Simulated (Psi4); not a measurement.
# PBE/cc-pV(T+d)Z (sweep point 4) run of AlH2F (SMILES [H][Al]([H])[F])

What is the vertical singlet–triplet gap of AlH2F at PBE/cc-pV(T+d)Z (sweep point 4)? 

The results are computed with Psi4 1.11.

## (1) The molecule

The species is AlH2F (4 atoms), meant as a singlet with charge 0. SMILES: `[H][Al]([H])[F]`. The shape comes from GFN2-xTB, which is rough for such elements, and wasn't checked as a minimum.

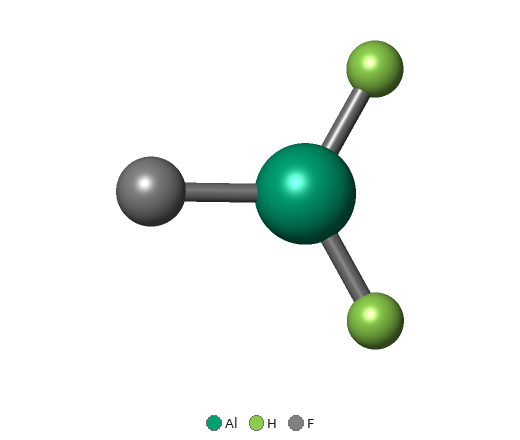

Viewed from a chosen angle; aluminium teal, hydrogen green, fluorine grey.

## (2) A single-point energy at PBE/cc-pV(T+d)Z (sweep point 4)

Input file calc.dat:

```
memory 1.6 GB

molecule {
  0 1
  Al     0.019600     0.032680     0.000940
  H      1.546910    -0.017870     0.014080
  H     -0.738990     1.358820    -0.019420
  F     -0.827520    -1.373630     0.004400
  symmetry c1
}

set {
  reference            rks
  puream               true
  scf_type             pk
  dft_radial_points    99
  dft_spherical_points 590
}

energy_value, wavefunction = energy('pbe/cc-pV(T+d)Z', return_wfn=True)
```

Launch:

```sh
$ psi4 -i calc.dat -o calc.out -n 1
```

calc.out:

```text
[...]
  Running in c1 symmetry.
[...]
  Nuclear repulsion =   50.398213572615205
[...]
  Multiplicity = 1
[...]
  Nalpha       = 12
  Nbeta        = 12
[...]
    Number of basis functions: 97
[...]
   @RKS iter   1:  -343.22518218236706   -3.81628e-01   5.75934e-03 DIIS/ADIIS
[...]
   @RKS iter   8:  -343.33494347591710   -7.21019e-09   1.68084e-07 DIIS
[...]
    Orbital Energies [Eh]
    ---------------------
    Doubly Occupied:
       1A    -55.405333     2A    -24.225485     3A     -3.944881
       4A     -2.553564     5A     -2.545404     6A     -2.542855
       7A     -1.047190     8A     -0.413544     9A     -0.354065
      10A     -0.352964    11A     -0.340821    12A     -0.273247
[...]
  @RKS Final Energy:  -343.33494347591710
   => Energetics <=
    Nuclear Repulsion Energy =             50.3982135726152052
    One-Electron Energy =                -578.3885003918052234
    Two-Electron Energy =                 214.3120340231665750
    DFT Exchange-Correlation Energy =     -29.6566906798936465
    Empirical Dispersion Energy =           0.0000000000000000
    VV10 Nonlocal Energy =                  0.0000000000000000
    Total Energy =                       -343.3349434759171004
[...]
 Multipole Moments:
 ------------------------------------------------------------------------------------
     Multipole            Electronic (a.u.)      Nuclear  (a.u.)        Total (a.u.)
 ------------------------------------------------------------------------------------
 L = 1.  Multiply by 2.5417464519 to convert [e a0] to [Debye]
 Dipole X            :         -1.2996848            1.5211152            0.2214305
 Dipole Y            :         -2.1567141            2.5246823            0.3679682
 Dipole Z            :          0.0116076           -0.0100376            0.0015700
 Magnitude           :                                                    0.4294584
[...]
```

It took 15 s on 1 thread of Intel Xeon Platinum 8259CL at 2.50GHz (Skylake/Cascade Lake), shared host; peak memory 0.84 GiB.

## (3) The triplet at the same level

Input file alfh2.in:

```
memory 1600 MB

molecule {
  0 3
  Al     0.019600     0.032680     0.000940
  H      1.546910    -0.017870     0.014080
  H     -0.738990     1.358820    -0.019420
  F     -0.827520    -1.373630     0.004400
  symmetry c1
}

set globals {
  basis cc-pV(T+d)Z
  reference uks
  puream true
  scf_type pk
  dft_radial_points 99
  dft_spherical_points 590
  maxiter 150
}

energy("pbe")
print_variables()
```

Launch:

```sh
$ psi4 -i alfh2.in -o alfh2.out -n 1
```

alfh2.out:

```text
[...]
  Running in c1 symmetry.
[...]
  Nuclear repulsion =   50.398213572615205
[...]
  Multiplicity = 3
[...]
  Nalpha       = 13
  Nbeta        = 11
[...]
    Number of basis functions: 97
[...]
   @UKS iter   1:  -343.04743583647752   -2.03881e-01   5.66007e-03 ADIIS/DIIS
[...]
   @UKS iter  10:  -343.14795076275459   -3.02863e-08   9.27747e-07 DIIS
[...]
   @S^2 Observed:                2.003039111E+00
[...]
    Orbital Energies [Eh]
    ---------------------
    Alpha Occupied:
       1A    -55.418306     2A    -24.247594     3A     -3.959819
       4A     -2.564172     5A     -2.562604     6A     -2.560673
       7A     -1.067328     8A     -0.458050     9A     -0.391950
      10A     -0.391266    11A     -0.367824    12A     -0.355676
      13A     -0.116217
    Alpha Virtual:
      14A     -0.060487    15A     -0.024799    16A      0.045191
      17A      0.063338    18A      0.077140    19A      0.115477
      20A      0.141415    21A      0.156879    22A      0.158621
      23A      0.210343    24A      0.251365    25A      0.275027
[...]
  @UKS Final Energy:  -343.14795076275459
   => Energetics <=
    Nuclear Repulsion Energy =             50.3982135726152052
    One-Electron Energy =                -577.7527630895563107
    Two-Electron Energy =                 213.7730833515789755
    DFT Exchange-Correlation Energy =     -29.5664845973924635
    Empirical Dispersion Energy =           0.0000000000000000
    VV10 Nonlocal Energy =                  0.0000000000000000
    Total Energy =                       -343.1479507627545900
[...]
 Multipole Moments:
 ------------------------------------------------------------------------------------
     Multipole            Electronic (a.u.)      Nuclear  (a.u.)        Total (a.u.)
 ------------------------------------------------------------------------------------
 L = 1.  Multiply by 2.5417464519 to convert [e a0] to [Debye]
 Dipole X            :         -1.2064708            1.5211152            0.3146444
 Dipole Y            :         -2.0029838            2.5246823            0.5216985
 Dipole Z            :          0.0038426           -0.0100376           -0.0061950
 Magnitude           :                                                    0.6092691
[...]
```

Run time: 22 s. Hardware: 1 thread of Intel Xeon Platinum 8259CL at 2.50GHz (Skylake/Cascade Lake), shared host; peak memory 0.84 GiB.

## (4) What came out

Level: PBE/cc-pV(T+d)Z (sweep point 4).

| quantity | value |
| --- | --- |
| singlet: total energy | -343.33494 Eh |
| singlet: dipole moment | 1.09 D |
| singlet: HOMO energy | -7.44 eV |
| singlet: LUMO energy | -2.09 eV |
| singlet: HOMO–LUMO gap | 5.35 eV |
| triplet: total energy | -343.14795 Eh |
| triplet: dipole moment | 1.55 D |
| triplet: HOMO energy (highest over α and β) | -3.16 eV |
| triplet: ⟨S²⟩ | 2.003 |
| vertical energy of the triplet above the singlet | 5.088 eV |

**Reading.** At this shape the triplet lies 5.09 eV (117 kcal/mol) above the singlet.
